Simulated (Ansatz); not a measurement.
AlB2-type HfB2, treated with BLYP (PAW; Ansatz, a quantum-chemistry and plane-wave program).

Numerical settings: plane-wave cutoff 520 eV, 24×24×16 k mesh (along the axes of the cell as run), Fermi–Dirac smearing 0.05 eV, scalar-relativistic PAW data made under PBE.

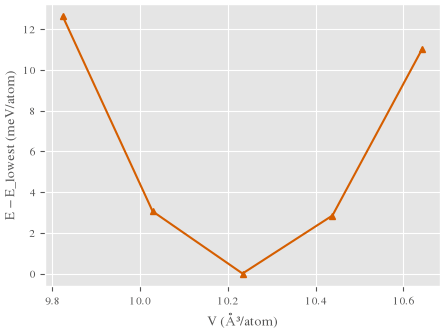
Figure: Total energy against volume

**Question.** From the curve, estimate the equilibrium volume and the bulk modulus.

**Answer.** V0 ≈ 10.2 Å³/atom and B0 ≈ 230 GPa; the fit gives V0 = 10.234 Å³/atom, B0 = 231 GPa, B′ = 4.0.

Shape and atoms are relaxed at each volume.

Measured, for comparison: bulk modulus 282 GPa (room temperature, no zero-point or thermal correction, hydrostatic curve from radial diffraction; as tabulated in Experimental and computational studies of compression and deformation behavior …); equilibrium volume per atom 9.91 Å³/atom (room temperature, no zero-point or thermal correction; as tabulated in Burrage et al. (2022), doi:10.3390/ma15082762). Computed (rounded) less measured: bulk modulus -18 %, equilibrium volume per atom +3.2 %.

Note: the bulk modulus comes from volumes at which shape and atoms were relaxed.

Spin–orbit coupling is not included.

The computed numbers hold no vibrational or temperature effects.

Cost on a shared machine: very roughly 5 core-minutes.
